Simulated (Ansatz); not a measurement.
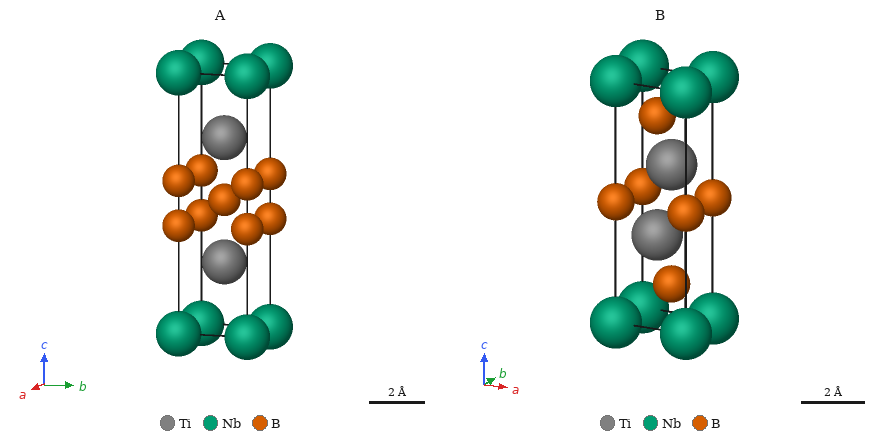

Two structures of Ti₂NbB₃, each relaxed to rest (conventional cells in solid outline, small ones repeated, not to one scale). Method: DFT PBE, scalar-relativistic, plane waves, PAW (Ansatz 0.2.0), without spin polarisation.

What structure does each panel show?

A: 6 atoms a cell on a primitive tetragonal lattice, P4/mmm. B: 6 atoms a cell on a primitive hexagonal lattice, P-3m1.

Which of the two does the method prefer?

B is lower, by 631 meV/atom at this level of theory (energies at zero smearing). Volumes: A 11.6, B 11.8 Å³/atom.

One or both may be structure types tried for this composition rather than known phases.
